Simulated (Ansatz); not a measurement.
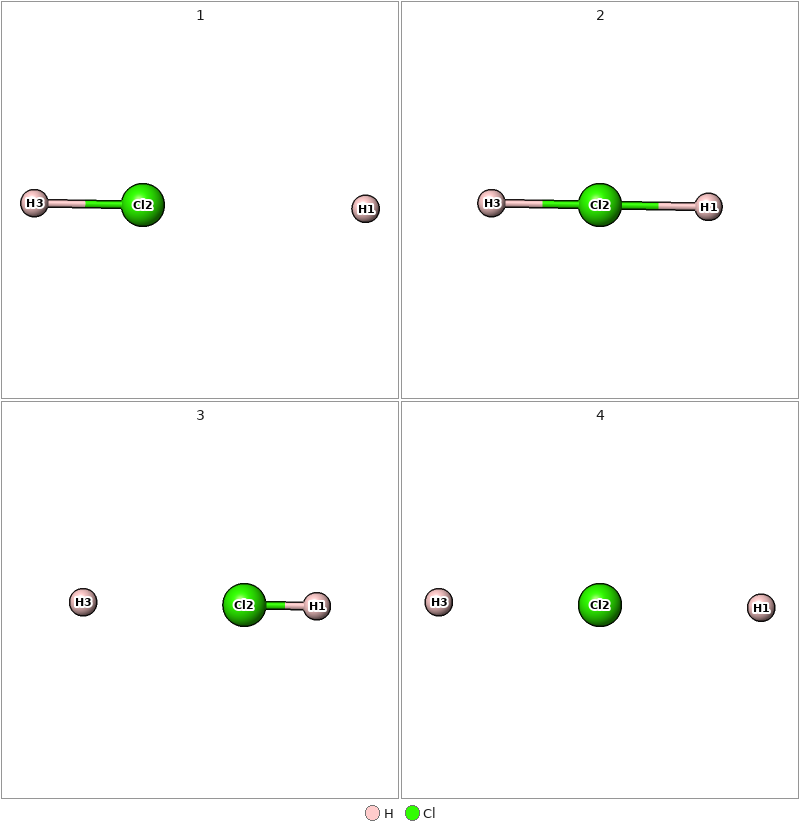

The system H⁻ + ClH. Coordinates scanned: (1) distance H1–Cl2; (2) distance Cl2–H3. Nothing is relaxed (the angle H1–Cl2–H3 is fixed at 180 degrees). The scan uses a 17 × 17 grid; 153 points were computed and 136 follow by symmetry. Energies are in kJ/mol, from H with charge -1 far from the relaxed ClH (each part in its own basis). The restricted reference is unstable at some or all points, so the energies there are unreliable. All numbers below come from RHF-MP2, frozen core/aug-cc-pVTZ in Ansatz.

The numbered pictures are structures from this grid.

> Rank them by energy, lowest first.

2, at distance H1–Cl2 = 1.593 Å, distance Cl2–H3 = 1.593 Å: 19 kJ/mol; 1, at distance H1–Cl2 = 3.271 Å, distance Cl2–H3 = 1.593 Å: 82 kJ/mol; 3, at distance H1–Cl2 = 1.064 Å, distance Cl2–H3 = 2.367 Å: 125 kJ/mol; 4, at distance H1–Cl2 = 2.367 Å, distance Cl2–H3 = 2.367 Å: 186 kJ/mol.

The map, with the structures marked:

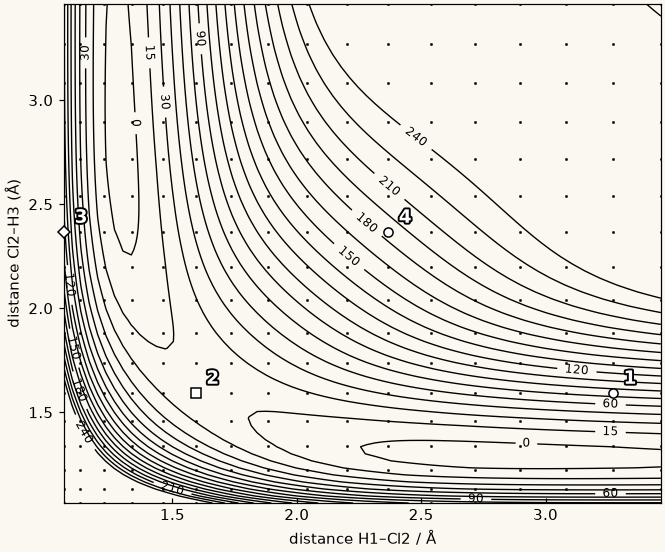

The picture shows contour lines labelled in kJ/mol (none above 240), dots at the grid points. Between grid points the surface is interpolated.
